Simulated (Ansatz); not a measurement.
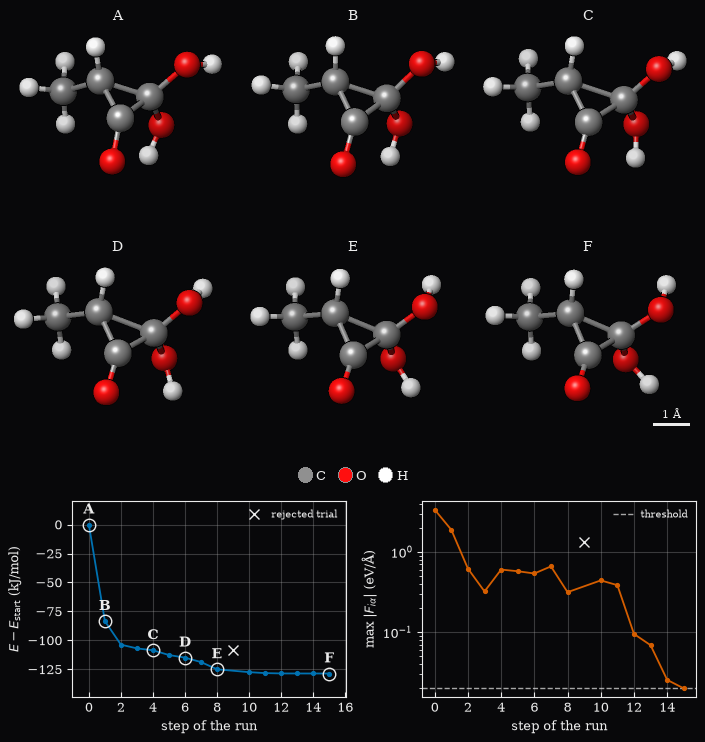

Frames of a relaxation of C$_{4}$H$_{6}$O$_{3}$, marked on the history of the run. Style: ball-and-stick. Shown at a tilt.

The run prepares an end point of a later path (hydrogen shift) calculation, from a guessed geometry.

Level of theory: RKS BLYP-D4/def2-SVP in Ansatz.

Input
```yaml
crystal:
  periodic: [false, false, false]
  atoms:
    - { symbol: C, position_ang: [-1.2238, -0.2567, -0.9916] }
    - { symbol: C, position_ang: [-0.6984, -0.136, 0.3645] }
    - { symbol: C, position_ang: [0.3097, -1.0385, 0.8304] }
    - { symbol: O, position_ang: [0.8823, -2.0307, 0.327] }
    - { symbol: C, position_ang: [0.6887, 0.363, 0.5779] }
    - { symbol: O, position_ang: [0.895, 1.2107, 1.7354] }
    - { symbol: O, position_ang: [1.5645, 0.6287, -0.5192] }
    - { symbol: H, position_ang: [-2.0876, -0.8794, -1.0178] }
    - { symbol: H, position_ang: [-1.6215, 0.7913, -1.2789] }
    - { symbol: H, position_ang: [-0.5467, -0.569, -1.7195] }
    - { symbol: H, position_ang: [-1.4572, 0.1417, 1.1149] }
    - { symbol: H, position_ang: [1.5085, 1.9323, 1.5049] }
    - { symbol: H, position_ang: [1.807, -0.1921, -0.9132] }
basis:
  gaussian: { orbitals: def2-SVP }
hamiltonian:
  xc: blyp
  dispersion: d4
relax:
  f_tol: 0.02
  max_steps: 50
```

Run as
```bash
ansatz run input.yaml --threads 2 --pin off --max-ram 3072MiB --backend cpu --events-out ev --progress --plain --runs-dir out
```

Question: Describe the path.

Answer: The largest move after the best rigid fit is that of H13, 0.87 Å. By element the largest moves are H 0.87 Å, O 0.58 Å, C 0.22 Å. Near-neighbour distances that change, for instance: C2–C5 1.489 → 1.581 Å, C2–C3 1.431 → 1.501 Å, C1–H10 1.042 → 1.107 Å, C1–C2 1.459 → 1.524 Å. Bond angles that change, for instance: O4–C3–C5 124.6° → 147.7°, C2–C3–O4 133.7° → 146.3°, C5–C2–H11 117.3° → 109.6°. Groups turn about C5–O7 by about 80°, C5–O6 by about 60°. The energy falls by 128.6 kJ/mol in 14 accepted moves (15 points after the start). Largest force component: 3.4 eV/Å at the start, 0.02 eV/Å at the end. The line search rejected the trial step at point 9 of the run. From step 0 to 1: H13 moves most (0.19 Å), energy −83.3 kJ/mol. From step 1 to 4: H13 moves most (0.30 Å), energy −25.2 kJ/mol. From step 4 to 6: H13 moves most (0.22 Å), energy −6.37 kJ/mol. From step 6 to 8: O4 moves most (0.24 Å), energy −10.1 kJ/mol. From step 8 to 15: H13 moves most (0.17 Å), energy −3.61 kJ/mol.
